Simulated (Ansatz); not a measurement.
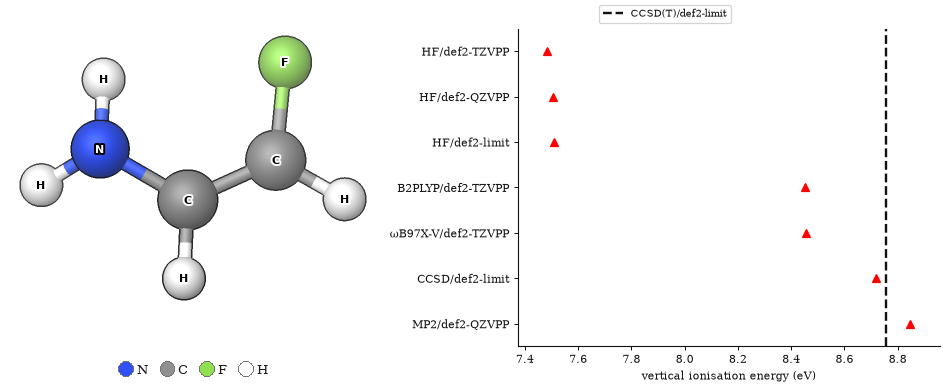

Vertical ionisation energy of C₂H₄FN (enamine tautomer), SMILES N/C=C\F, taken as the energy of the cation less that of the neutral at fixed geometry (unrestricted doublet cation, cores frozen in correlated methods, no spin-orbit coupling), the Ansatz code 0.2.0, at a PBE0-D4/def2-TZVP geometry (a minimum by its frequencies). Limit means an estimate of the basis limit from triple and quadruple zeta; for coupled cluster it is either extrapolated directly or built as the MP2 limit plus the step from MP2 in triple zeta. B2PLYP/def2-TZVPP holds a correlation term that converges slowly with the basis, so part of the distance to the limit is basis error. The distance of MP2/def2-QZVPP to the limit includes basis error.

Question: What range do the values span, the line included?

Answer: From 7.48 eV (HF/def2-TZVPP) to 8.85 eV (MP2/def2-QZVPP).

Question: Give the values.

Answer:
```
             level    eV  less CCSD(T)/def2-limit
     HF/def2-TZVPP  7.48                    −1.28
     HF/def2-QZVPP  7.51                    −1.25
     HF/def2-limit  7.51                    −1.25
 B2PLYP/def2-TZVPP  8.45                    −0.30
ωB97X-V/def2-TZVPP  8.45                    −0.30
   CCSD/def2-limit  8.72                    −0.04
    MP2/def2-QZVPP  8.85                     0.09
CCSD(T)/def2-limit  8.76                     0.00
```
